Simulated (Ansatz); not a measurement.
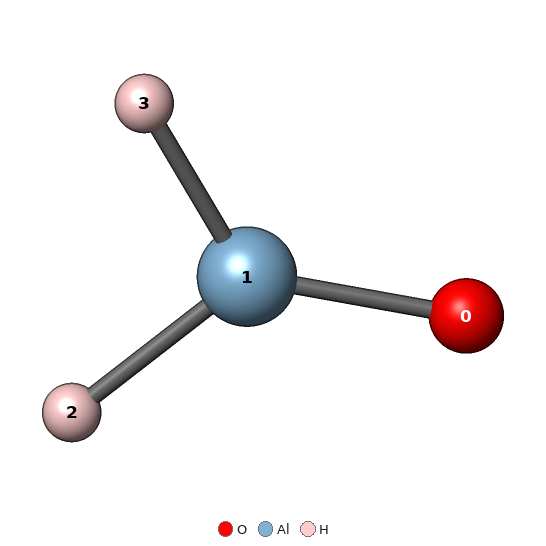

Starting geometry of the run. Atoms are numbered from 0, in the order of the input.

Input file:

```yaml
crystal:
  periodic: [false, false, false]
  atoms:
    - {symbol: O, position_ang: [0.070200, -0.836500, 1.472900]}
    - {symbol: Al, position_ang: [0.029200, -0.041300, 0.111300]}
    - {symbol: H, position_ang: [-1.010800, -0.242100, -1.119400]}
    - {symbol: H, position_ang: [0.942300, 1.098300, -0.396800]}
basis:
  gaussian: {orbitals: "def2-TZVPPD.json"}
total_charge: -1
correlation: {method: ccsd_t}
output: {forces: true}
```

Output:

```
Functional definition: HF
  name "HF"
  cite "Fock, Z. Phys. 61, 126 (1930) doi:10.1007/BF01340294"
  parent pbe
  exchange = exact_x
  correlation = 0
697 factors; integrals over basis functions are off by at most 1.1e-3 eV
mean field evaluation 1: about -8652.0377 eV, gradient 1.7e1 eV
mean field evaluation 2: about -8652.0398 eV, gradient 1.7e1 eV
mean field evaluation 4: about -8652.9821 eV, gradient 3.1e0 eV
mean field evaluation 8: about -8653.0165 eV, gradient 2.1e-3 eV
mean field evaluation 16: about -8653.0130 eV, gradient 2.5e-1 eV
mean field -8653.01645661 eV, -317.9924895553 hartree, gradient 5.2e-6 eV, S^2 0.000000; 0 other end points of the search recorded, 0 dependent functions left out
6 core orbitals not correlated: weight in the atoms' cores, before any rotation towards them, 1.000 or more for the frozen orbitals, at most 0.000 for the correlated occupied ones
reference -8653.01645661 eV, -317.9924895553 hartree; 6, 6 occupied and 110, 110 virtual orbitals, 697 factors
second order -9.64269689 eV of doubles, -0.00000000 eV of singles
cycle   1  -9.40837344 eV  change    2.3e-1 eV  update   1.2e-1
cycle   2  -9.73529636 eV  change   -3.3e-1 eV  update   5.2e-2
cycle   3  -9.86072419 eV  change   -1.3e-1 eV  update   2.3e-2
cycle   4  -9.85531255 eV  change    5.4e-3 eV  update   7.9e-3
cycle   5  -9.85022627 eV  change    5.1e-3 eV  update   3.9e-3
cycle   6  -9.85200596 eV  change   -1.8e-3 eV  update   1.7e-3
cycle   7  -9.85228338 eV  change   -2.8e-4 eV  update   6.6e-4
cycle   8  -9.85194145 eV  change    3.4e-4 eV  update   3.3e-4
cycle   9  -9.85192367 eV  change    1.8e-5 eV  update   1.2e-4
cycle  10  -9.85204021 eV  change   -1.2e-4 eV  update   4.8e-5
cycle  11  -9.85199360 eV  change    4.7e-5 eV  update   2.3e-5
cycle  12  -9.85198287 eV  change    1.1e-5 eV  update   9.6e-6
cycle  13  -9.85199133 eV  change   -8.5e-6 eV  update   3.5e-6
perturbative correction -0.41211132 eV, -0.0151448118 hartree
the calculation of the forces begins
Total energy: -8663.28055927 eV, -318.3696883706 hartree
Atom 0 at     0.070200    -0.836500     1.472900 Å, force     0.115779    -1.564147     2.740532 eV/Å
Atom 1 at     0.029200    -0.041300     0.111300 Å, force    -0.689543     0.853355    -2.445812 eV/Å
Atom 2 at    -1.010800    -0.242100    -1.119400 Å, force    -0.263250    -0.168839    -0.109102 eV/Å
Atom 3 at     0.942300     1.098300    -0.396800 Å, force     0.837013     0.879631    -0.185618 eV/Å
Dipole moment:     0.032042     0.217627    -0.304260 e Å
```
